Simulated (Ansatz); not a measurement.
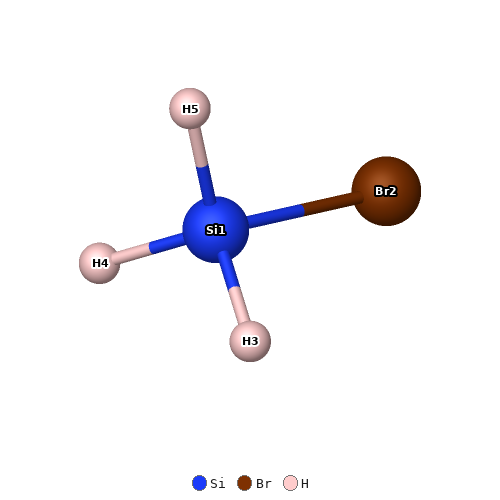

The system is BrH₃Si, SMILES [SiH3]Br; the picture shows the reference structure. The first coordinate is: angle Br2–Si1–H4; the second: angle H3–Si1–H4. Nothing is relaxed (all other coordinates rigid). Grid: 15 × 15 points. Energies are in kcal/mol, from the lowest grid point. Method: RKS PBE0-D4/def2-TZVP (Ansatz 0.2.0).

Its coordinates:

```json
{"atom": "Si", "x (Å)": "-0.1109", "y (Å)": "0.0186", "z (Å)": "-0.0312"}
{"atom": "Br", "x (Å)": "1.9977", "y (Å)": "-0.5552", "z (Å)": "0.3556"}
{"atom": "H", "x (Å)": "-0.9452", "y (Å)": "-0.4902", "z (Å)": "1.0811"}
{"atom": "H", "x (Å)": "-0.5321", "y (Å)": "-0.5869", "z (Å)": "-1.3149"}
{"atom": "H", "x (Å)": "-0.1875", "y (Å)": "1.4954", "z (Å)": "-0.1040"}
```

Range: angle Br2–Si1–H4 from 63.4 to 153.4°; angle H3–Si1–H4 from 85.5 to 135.5°.

Question: Predict the map.

Answer: The lowest grid point is at angle Br2–Si1–H4 = 108.4°, angle H3–Si1–H4 = 110.5°. No other kind of well shows on this grid. The highest grid point, angle Br2–Si1–H4 = 153.4°, angle H3–Si1–H4 = 135.5°, lies 64.7 kcal/mol above the lowest. Round the minimum the valley is somewhat tilted: raising angle Br2–Si1–H4 shifts the best value of angle H3–Si1–H4 downwards (coupling k₁₂/√(k₁₁k₂₂) about 0.3).

```
angle H3–Si1–H4 ↓, angle Br2–Si1–H4 →  63.4  69.8  76.3  82.7  89.1  95.5  102.0  108.4  114.8  121.3  127.7  134.1  140.5  147.0  153.4
                                135.5  44.5  32.2  22.8  16.1  11.6   9.1    8.3    9.3   11.9   16.2   22.2   29.9   39.4   51.1   64.7
                                132.0  43.5  31.1  21.5  14.6   9.9   7.2    6.2    6.9    9.2   13.1   18.6   25.8   34.6   45.6   58.2
                                128.4  42.8  30.2  20.4  13.4   8.5   5.6    4.4    4.8    6.8   10.3   15.4   22.0   30.3   40.4   52.3
                                124.8  42.4  29.7  19.7  12.5   7.5   4.3    2.9    3.1    4.7    7.9   12.6   18.7   26.4   35.9   47.0
                                121.2  42.3  29.4  19.4  12.0   6.8   3.4    1.8    1.7    3.1    6.0   10.2   15.9   23.1   32.0   42.4
                                117.7  42.4  29.5  19.3  11.8   6.4   2.9    1.1    0.8    1.9    4.5    8.4   13.7   20.5   28.8   38.5
                                114.1  42.9  29.9  19.6  11.9   6.4   2.7    0.7    0.2    1.1    3.4    7.0   11.9   18.2   26.1   35.2
                                110.5  43.6  30.5  20.2  12.4   6.7   2.9    0.7    0.0    0.7    2.7    6.0   10.6   16.6   23.9   32.6
                                107.0  44.6  31.5  21.1  13.2   7.4   3.5    1.1    0.2    0.7    2.5    5.5    9.8   15.4   22.4   30.7
                                103.4  45.9  32.8  22.3  14.4   8.5   4.4    1.8    0.8    1.1    2.7    5.5    9.5   14.8   21.4   29.3
                                 99.8  47.4  34.4  23.9  15.9   9.9   5.7    3.0    1.8    1.9    3.3    5.9    9.7   14.7   21.0   28.5
                                 96.2  49.2  36.3  25.8  17.8  11.7   7.4    4.6    3.2    3.2    4.4    6.8   10.3   15.1   21.2   28.4
                                 92.7  51.2  38.5  28.0  19.9  13.8   9.4    6.5    5.0    4.8    5.9    8.1   11.5   16.0   21.9   28.8
                                 89.1  53.5  41.0  30.6  22.5  16.3  11.8    8.8    7.3    6.9    7.8    9.9   13.1   17.5   23.1   29.8
                                 85.5  56.1  43.7  33.4  25.4  19.2  14.7   11.6   10.0    9.5   10.3   12.3   15.3   19.5   24.9   31.4
```

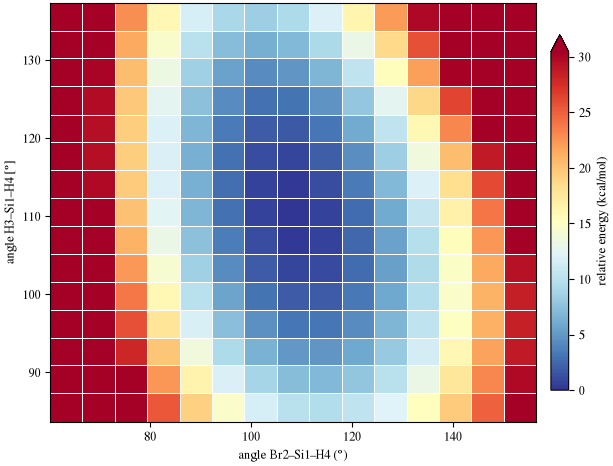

In the figure: one coloured cell a grid point, one colour for all values above the top of the scale.

Each point was launched as `ansatz run input.yaml --threads 1 --pin off --max-ram 2560MiB --backend cpu --events-out ev --progress --plain --runs-dir out`. The whole map (225 points run) took 18 min on 1 thread of Arm Neoverse N1 (shared host).
